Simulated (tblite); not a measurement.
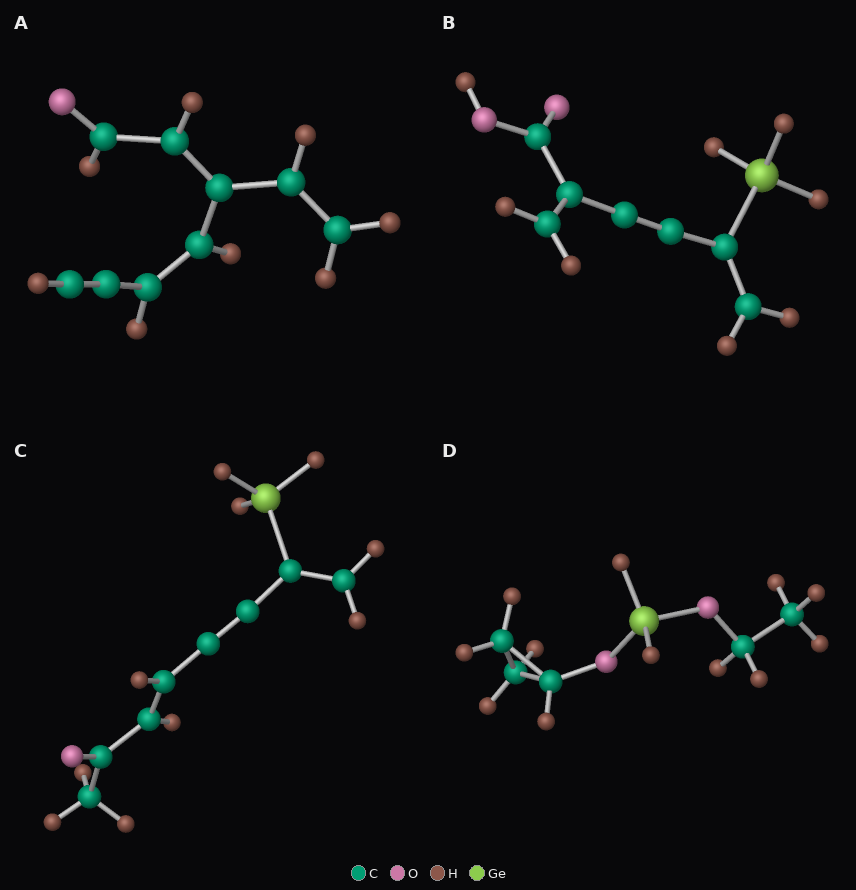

The picture comes from a calculation with tblite.

Match each picture to its SMILES.
(1) CC[O][GeH2][O]C1CC1
(2) C=[C]([GeH3])C#CC(=C)C(=O)O
(3) C=[C]([GeH3])C#C/C=C/C(C)=O
(4) C#C/C=C\C(C=C)=C/C=O

A is (4), B is (2), C is (3), D is (1).
